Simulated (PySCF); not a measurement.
**C₃H₇ClOSi: density, localisation and related maps**

Input

```
{"job": {"kind": "uv", "xc": "wB97X-D", "basis": "def2-SVPD", "nstates": 8, "ntriplets": 3}, "charge": 0, "multiplicity": 1}
C      2.007678    -0.126302    -0.720485
C      1.514776     0.990034    -0.217603
O      0.414810     1.099253     0.550005
Si    -0.728425     0.049420     1.048548
C     -1.745583    -0.643396    -0.397305
Cl    -1.865938     1.231418     2.201609
H      1.540783    -1.078793    -0.542520
H      2.898071    -0.112805    -1.319286
H      1.978434     1.955226    -0.383505
H     -0.140487    -1.011156     1.863838
H     -2.176283     0.160350    -0.991636
H     -2.565224    -1.263383    -0.046857
H     -1.137000    -1.249379    -1.062531
```

Command:

```sh
OMP_NUM_THREADS=1 python probes_run.py task.json out
```

Geometry: GFN2-xTB.

All numbers below come from wB97X-D/def2-SVPD, SCF density, gas phase in PySCF.

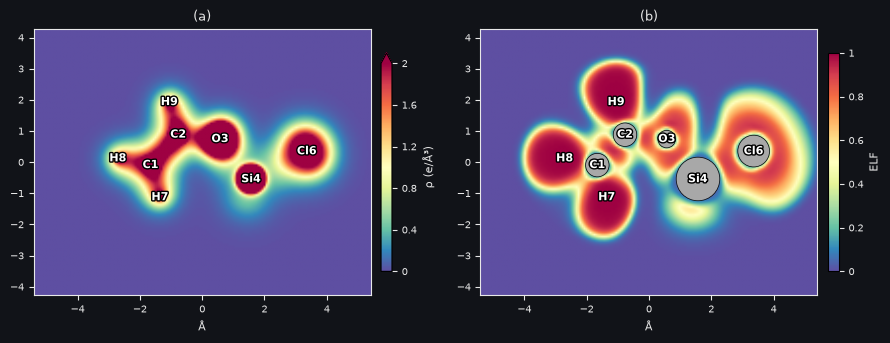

Figure 1. (a) electron density; (b) electron localisation function on the plane of atoms O3, C2 and H9. Grey discs cover the atomic cores in the ELF map.

### Describe what can be read from this map.

The section cuts through C, O, Si, Cl and H sites.
C–C (1.32 Å): the density is about 2.4 e/Å³ at the midpoint; the ELF peaks at about 0.95 between the atoms: a short, multiple covalent bond.
C–O (1.35 Å): ρ is about 2.3 e/Å³ halfway, with its minimum of 1.9 e/Å³ about 0.5 Å from C; the ELF peaks at about 0.90 between the atoms: a polar covalent bond.
Si–O (1.63 Å): ρ is about 1.1 e/Å³ halfway; the ELF peaks at about 0.85 between the atoms (a shared but strongly polarised pair).
Si–Cl (2.01 Å): the density is about 0.96 e/Å³ at the midpoint; the ELF peaks at about 0.90 between the atoms: a shared but strongly polarised pair.
C–H (1.07 Å): ρ is about 2 e/Å³ halfway; the ELF climbs to about 1 towards the hydrogen, as it does in any bond to H (a covalent bond by its length).
The ELF also peaks beside Cl6 and O3, away from the bonds: lone-pair regions.

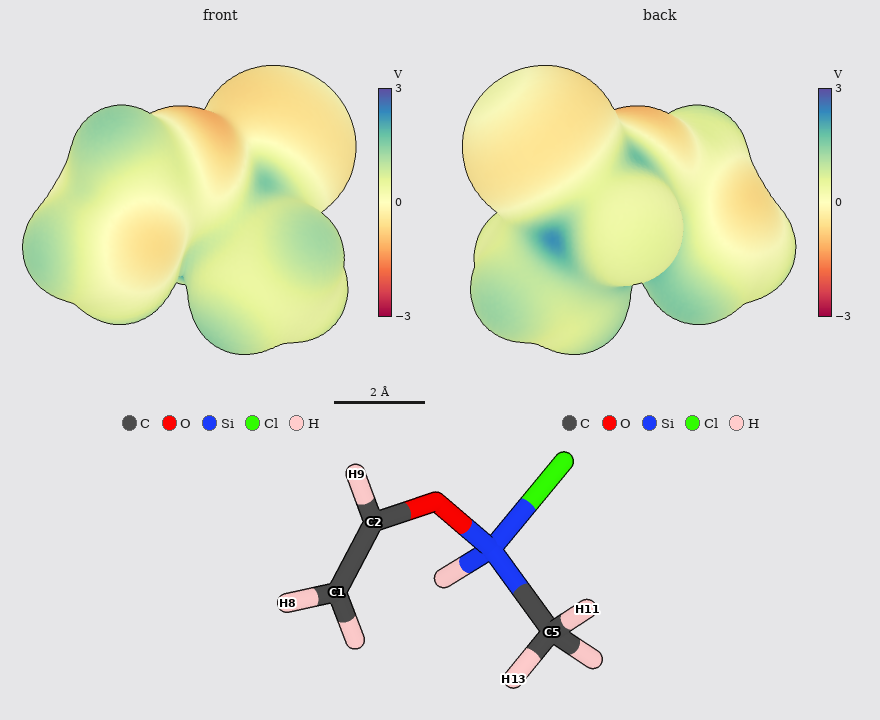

Figure 2. The electrostatic potential painted on the density surface at 0.004 e/bohr³, seen from the front and from behind; red is negative and blue positive. The bare structure is drawn below in the same view.

### Where is the surface potential most negative and most positive?

The most negative region (about −1.1 V, or −25 kcal/mol for a unit charge) lies over O3, the most positive (about +2.1 V, or +48 kcal/mol for a unit charge) over Si4. Cl6 shows a σ-hole: about +0.2 V at the tip opposite its bond, against about −0.5 V, or −12 kcal/mol for a unit charge on its flanks. O3 is the likeliest acceptor of a hydrogen bond.
